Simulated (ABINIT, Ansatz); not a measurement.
# CeAl (Pm-3m): from the cell to the phonon bands

Aim: the phonon dispersion of CeAl (Pm-3m), checked by a second program.

Program: ABINIT 10.8.3. Level of theory: DFT PBEsol, scalar-relativistic, plane waves, PseudoDojo norm-conserving, 4f in core pseudopotentials (the lanthanide files made for PBE). Results are calculated unless marked as measured.

## Step 1: Starting point

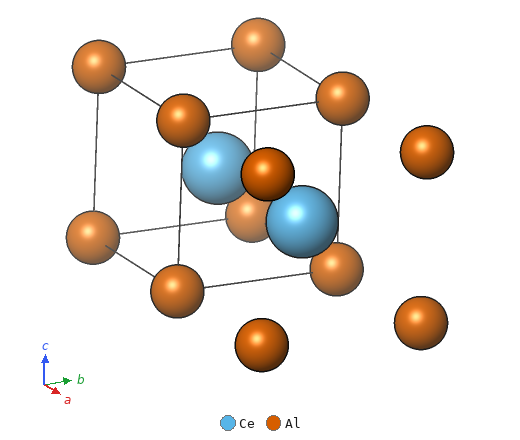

The starting structure, seen slightly off an axis (cerium blue, aluminium orange). 2×1×1 cells are drawn. Some periodic images of atoms are drawn too.

## Step 2: A probe with smearing

A first run with smearing and empty bands tells whether the crystal has a gap, which decides between fixed occupations and smearing later on.

Contents of probe.abi:

```
# ground state
tolvrs 1.0d-08
prtden 1
prtwf 1

# basis, mesh and filling
ecut 20.0
ixc -116133
ngkpt 6 6 6
nshiftk 1
shiftk 0.0 0.0 0.0
istwfk *1
occopt 7
tsmear 0.005
nband 13
nstep 100
diemac 9.0
prtebands 0
prtgsr 0
useylm 1

# cell and atoms
acell 3*1.0 Angstrom
rprim 
    3.673359 0.0 0.0
    0.0 3.673359 0.0
    0.0 0.0 3.673359
ntypat 2
znucl 58 13
natom 2
typat 1 2
xred 
    0.5 0.5 0.5
    0.0 0.0 0.0
pp_dirpath "./pseudo"
pseudos "Ce.upf, Al.upf"
```

Command:

```
$ OMP_NUM_THREADS=1 mpirun -n 4 abinit probe.abi > probe.log
```

Numbers of over 12 decimals in the logs are rounded to 6 here.

probe.abo, the main output file:

```text
[banners, grids, parts of the stress and lines that vanish by symmetry left out]
- input  file    -> probe.abi
- output file    -> probe.abo
- root for input  files -> probei
[...]
Symmetries : space group Pm -3 m (#221); Bravais cP (primitive cubic)
[...]
mpw =        1472          nfft =       27000          nkpt =          20
[...]
== DATASET  1 ==================================================================
[...]
cutoff_energies: {ecut:  20.0, pawecutdg:  -1.0, }
[...]
ETOT  1  -37.995010521927    -3.800E+01 3.295E-02 2.967E+00
 ETOT  2  -38.009852686146    -1.484E-02 4.476E-03 1.736E-01
 ETOT  3  -38.009895543919    -4.286E-05 1.141E-03 5.393E-03
 ETOT  4  -38.009896950750    -1.407E-06 8.675E-04 2.967E-05
 ETOT  5  -38.009896958348    -7.598E-09 5.229E-04 1.410E-07
 ETOT  6  -38.009896958376    -2.785E-11 1.082E-03 2.965E-10
 At SCF step    6       vres2   =  2.97E-10 < tolvrs=  1.00E-08 =>converged.
[...]
sigma(1 1)= -1.32850641E-04  sigma(3 2)=  0.00000000E+00
  sigma(2 2)= -1.32850641E-04  sigma(3 1)=  0.00000000E+00
  sigma(3 3)= -1.32850641E-04  sigma(2 1)=  0.00000000E+00
[...]
convergence: {deltae: -2.785E-11, res2:  2.965E-10, residm:  1.082E-03, diffor: null, }
etotal    :  -3.80098970E+01
[...]
sigma(1 1)= -1.32850641E-04  sigma(3 2)=  0.00000000E+00
  sigma(2 2)= -1.32850641E-04  sigma(3 1)=  0.00000000E+00
  sigma(3 3)= -1.32850641E-04  sigma(2 1)=  0.00000000E+00
[...]
- sigma(1 1)= -3.90860081E+00  sigma(3 2)=  0.00000000E+00
- sigma(2 2)= -3.90860081E+00  sigma(3 1)=  0.00000000E+00
- sigma(3 3)= -3.90860081E+00  sigma(2 1)=  0.00000000E+00
[...]
fcart     -0.0000000000E+00 -0.0000000000E+00 -0.0000000000E+00
           strten     -1.3285064120E-04 -1.3285064120E-04 -1.3285064120E-04
================================================================================

[key lines of the parts left out:]
pressure_GPa:   3.9086E+00
```

Run time: 4.9 s. Hardware: 4 MPI ranks of Arm Neoverse V1, shared host; 18 s of CPU time.

Read from the output:

| Property | Result |
| --- | --- |
| volume per atom | 24.78 Å³ |
| pressure | 3.909 GPa |
| gap on the k-mesh | 0 eV |

No gap opens on this mesh, so smearing is kept; the printed pressure holds the stress of the finite basis too.

## Step 3: Relaxation

The harmonic expansion needs vanishing forces, and a free crystal bears no stress, so cell and atoms are brought to rest. Stress is more sensitive to the basis than forces are: the last 3 Ha under the cutoff are smoothed with ecutsm, and the cutoff is raised above that of the later runs.

Contents of relax.abi:

```
# relaxation
ionmov 2
optcell 2
dilatmx 1.08
ntime 40
tolmxf 1.0d-05
tolvrs 1.0d-14
prtwf 0
prtden 0
chksymtnons 0

# basis, mesh and filling
ecut 26.0
ecutsm 3.0
ixc -116133
ngkpt 8 8 8
nshiftk 1
shiftk 0.0 0.0 0.0
istwfk *1
occopt 7
tsmear 0.01
nband 13
nstep 100
diemac 1000000.0
prtebands 0
prtgsr 0
useylm 1

# cell and atoms
acell 3*1.0 Angstrom
rprim 
    3.673359 0.0 0.0
    0.0 3.673359 0.0
    0.0 0.0 3.673359
ntypat 2
znucl 58 13
natom 2
typat 1 2
xred 
    0.5 0.5 0.5
    0.0 0.0 0.0
pp_dirpath "./pseudo"
pseudos "Ce.upf, Al.upf"
```

Command:

```
$ OMP_NUM_THREADS=1 mpirun -n 4 abinit relax.abi > relax.log
```

relax.abo, the main output file:

```text
[banners, grids, parts of the stress and lines that vanish by symmetry left out]
- input  file    -> relax.abi
- output file    -> relax.abo
- root for input  files -> relaxi
[...]
Symmetries : space group Pm -3 m (#221); Bravais cP (primitive cubic)
[...]
mpw =        2721          nfft =       46656          nkpt =          35
[...]
== DATASET  1 ==================================================================
[...]
cutoff_energies: {ecut:  26.0, pawecutdg:  -1.0, }
[...]
ETOT  1  -37.990303976494    -3.799E+01 6.343E-02 4.937E+00
 ETOT  2  -38.010630440896    -2.033E-02 2.280E-02 3.886E-01
 ETOT  3  -38.010686680568    -5.624E-05 1.545E-03 1.078E-02
 ETOT  4  -38.010688315766    -1.635E-06 1.107E-03 2.058E-04
 ETOT  5  -38.010688344037    -2.827E-08 2.348E-03 4.335E-07
[...]
At SCF step    9       vres2   =  1.42E-15 < tolvrs=  1.00E-14 =>converged.
[...]
sigma(1 1)= -1.32024891E-04  sigma(3 2)=  0.00000000E+00
  sigma(2 2)= -1.32024891E-04  sigma(3 1)=  0.00000000E+00
  sigma(3 3)= -1.32024891E-04  sigma(2 1)=  0.00000000E+00
[...]
convergence: {deltae: -4.690E-13, res2:  1.415E-15, residm:  1.779E-04, diffor: null, }
etotal    :  -3.80106883E+01
[...]
ETOT  1  -38.010577678797    -3.801E+01 1.359E-04 3.652E+00
[...]
At SCF step    8       vres2   =  6.02E-15 < tolvrs=  1.00E-14 =>converged.
[...]
sigma(1 1)= -1.04143609E-04  sigma(3 2)=  0.00000000E+00
  sigma(2 2)= -1.04143609E-04  sigma(3 1)=  0.00000000E+00
  sigma(3 3)= -1.04143609E-04  sigma(2 1)=  0.00000000E+00
[...]
convergence: {deltae: -2.558E-13, res2:  6.019E-15, residm:  3.031E-05, diffor: null, }
etotal    :  -3.80111590E+01
[...]
ETOT  1  -38.003006774240    -3.800E+01 2.618E-04 5.686E+01
[...]
At SCF step    9       vres2   =  4.89E-15 < tolvrs=  1.00E-14 =>converged.
[...]
sigma(1 1)= -5.46899213E-06  sigma(3 2)=  0.00000000E+00
  sigma(2 2)= -5.46899213E-06  sigma(3 1)=  0.00000000E+00
  sigma(3 3)= -5.46899213E-06  sigma(2 1)=  0.00000000E+00
[...]
convergence: {deltae: -1.990E-13, res2:  4.893E-15, residm:  3.006E-05, diffor: null, }
etotal    :  -3.80120132E+01
[...]
ETOT  1  -38.011983552372    -3.801E+01 9.365E-06 1.972E-01
[...]
At SCF step    8       vres2   =  4.88E-16 < tolvrs=  1.00E-14 =>converged.
[...]
sigma(1 1)= -2.61925671E-07  sigma(3 2)=  0.00000000E+00
  sigma(2 2)= -2.61925671E-07  sigma(3 1)=  0.00000000E+00
  sigma(3 3)= -2.61925671E-07  sigma(2 1)=  0.00000000E+00
[...]
convergence: {deltae:  8.455E-13, res2:  4.876E-16, residm:  6.573E-06, diffor: null, }
etotal    :  -3.80120159E+01
[...]
ETOT  1  -38.012015800108    -3.801E+01 7.397E-06 5.028E-04
[...]
ETOT  6  -38.012015882708     5.826E-13 9.817E-06 1.389E-14
 ETOT  7  -38.012015882709    -9.948E-13 2.165E-05 7.142E-17
 At SCF step    7       vres2   =  7.14E-17 < tolvrs=  1.00E-14 =>converged.
[...]
sigma(1 1)= -7.49824993E-10  sigma(3 2)=  0.00000000E+00
  sigma(2 2)= -7.49824990E-10  sigma(3 1)=  0.00000000E+00
  sigma(3 3)= -7.49824989E-10  sigma(2 1)=  0.00000000E+00
[...]
convergence: {deltae: -9.948E-13, res2:  7.142E-17, residm:  2.165E-05, diffor: null, }
etotal    :  -3.80120159E+01
[...]
At Broyd/MD step   5, gradients are converged :
[...]
sigma(1 1)= -7.49824993E-10  sigma(3 2)=  0.00000000E+00
  sigma(2 2)= -7.49824990E-10  sigma(3 1)=  0.00000000E+00
  sigma(3 3)= -7.49824989E-10  sigma(2 1)=  0.00000000E+00
[...]
- sigma(1 1)= -2.20606129E-05  sigma(3 2)=  0.00000000E+00
- sigma(2 2)= -2.20606129E-05  sigma(3 1)=  0.00000000E+00
- sigma(3 3)= -2.20606128E-05  sigma(2 1)=  0.00000000E+00
[...]
fcart     -0.0000000000E+00 -0.0000000000E+00 -0.0000000000E+00
           strten     -7.4982499289E-10 -7.4982499029E-10 -7.4982498856E-10
================================================================================

[key lines of the parts left out:]
pressure_GPa:   2.2061E-05
Total energy (etotal) [Ha]= -3.80120158827088E+01
```

Wall time 39 s (4 MPI ranks); 2.6 min of CPU time.

Relaxation path:

```tsv
step	energy less that of the first step (eV)	largest force (eV/Å)	volume (Å³)
1	0.0000	0.0000	49.57
2	-0.0128	0.0000	50.16
3	-0.0361	0.0000	52.54
4	-0.0361	0.0000	52.68
5	-0.0361	0.0000	52.69
```

```tsv
conventional cell, symmetrised	before	after	change
a (Å)	3.673	3.749	+2.1 %
b (Å)	3.673	3.749	+2.1 %
c (Å)	3.673	3.749	+2.1 %
volume (Å³/atom)	24.78	26.35	+6.3 %
```

Final coordinates:

```xyz
2
Lattice="3.7490 0.0000 0.0000 0.0000 3.7490 0.0000 0.0000 0.0000 3.7490" Properties=species:S:1:pos:R:3 pbc="T T T"
Ce    1.8745    1.8745    1.8745
Al    0.0000    0.0000    0.0000
```

Read from the output:

```yaml
volume_per_atom: 26.35 Å³
pressure: 2.21e-5 GPa
```

The volume changes by +6.3 % in this run and stands +6.3 % from the first cell.

## Step 4: Ground state

The response is built on these wavefunctions, so the potential is converged far more tightly than an energy would need. Smearing stays on, as the first look found no gap above 0.3 eV.

Contents of gs.abi:

```
# ground state
tolvrs 1.0d-16
prtden 1
prtwf 1

# basis, mesh and filling
ecut 20.0
ixc -116133
ngkpt 8 8 8
nshiftk 1
shiftk 0.0 0.0 0.0
istwfk *1
occopt 7
tsmear 0.01
nband 13
nstep 100
diemac 1000000.0
prtebands 0
prtgsr 0
useylm 1

# cell and atoms
acell 3*1.0 Angstrom
rprim 
    3.748986081 0.0 0.0
    0.0 3.748986081 0.0
    0.0 0.0 3.748986081
ntypat 2
znucl 58 13
natom 2
typat 1 2
xred 
    0.5 0.5 0.5
    0.0 0.0 0.0
pp_dirpath "./pseudo"
pseudos "Ce.upf, Al.upf"
```

Command:

```
$ OMP_NUM_THREADS=1 mpirun -n 4 abinit gs.abi > gs.log
```

gs.abo, the main output file:

```text
[banners, grids, parts of the stress and lines that vanish by symmetry left out]
- input  file    -> gs.abi
- output file    -> gs.abo
- root for input  files -> gsi
[...]
Symmetries : space group Pm -3 m (#221); Bravais cP (primitive cubic)
[...]
mpw =        1568          nfft =       27000          nkpt =          35
[...]
== DATASET  1 ==================================================================
[...]
cutoff_energies: {ecut:  20.0, pawecutdg:  -1.0, }
[...]
ETOT  1  -37.996859503367    -3.800E+01 4.968E-02 2.739E+00
 ETOT  2  -38.011862053270    -1.500E-02 1.004E-02 7.869E-02
 ETOT  3  -38.011882222203    -2.017E-05 3.481E-03 2.850E-03
 ETOT  4  -38.011882968656    -7.465E-07 4.447E-03 2.091E-05
 ETOT  5  -38.011882974190    -5.533E-09 1.564E-03 2.285E-07
[...]
ETOT  9  -38.011882974240    -1.208E-13 1.949E-04 5.673E-16
 ETOT 10  -38.011882974240     5.684E-13 1.191E-04 2.377E-18
 At SCF step   10       vres2   =  2.38E-18 < tolvrs=  1.00E-16 =>converged.
[...]
sigma(1 1)=  5.40101227E-06  sigma(3 2)=  0.00000000E+00
  sigma(2 2)=  5.40101227E-06  sigma(3 1)=  0.00000000E+00
  sigma(3 3)=  5.40101227E-06  sigma(2 1)=  0.00000000E+00
[...]
convergence: {deltae:  5.684E-13, res2:  2.377E-18, residm:  1.191E-04, diffor: null, }
etotal    :  -3.80118830E+01
[...]
sigma(1 1)=  5.40101227E-06  sigma(3 2)=  0.00000000E+00
  sigma(2 2)=  5.40101227E-06  sigma(3 1)=  0.00000000E+00
  sigma(3 3)=  5.40101227E-06  sigma(2 1)=  0.00000000E+00
[...]
- sigma(1 1)=  1.58903267E-01  sigma(3 2)=  0.00000000E+00
- sigma(2 2)=  1.58903267E-01  sigma(3 1)=  0.00000000E+00
- sigma(3 3)=  1.58903267E-01  sigma(2 1)=  0.00000000E+00
[...]
fcart     -0.0000000000E+00 -0.0000000000E+00 -0.0000000000E+00
           strten      5.4010122657E-06  5.4010122657E-06  5.4010122657E-06
================================================================================

[key lines of the parts left out:]
pressure_GPa:  -1.5890E-01
```

Wall time 8.1 s (4 MPI ranks); 32 s of CPU time.

This step gave:

| Quantity | Value |
| --- | --- |
| pressure | -0.1589 GPa |

The cell stands at -0.16 GPa: the relaxation ran with a smoothed and higher cutoff, and the difference is a stress of the finite basis.

(Part 1 of 4 ends here.)

[Host names and launcher messages were left out of these logs when they were recorded.]

[Logs are printed without paths, hosts, clocks, repeated set-up lines and the standing remarks that a program may print on its own settings, such as how far it seeks lower states.]

[Hosts, paths, dates, database ids (printed as entryN), source tags and the programs' standing remarks are cut or masked in the printed files.]
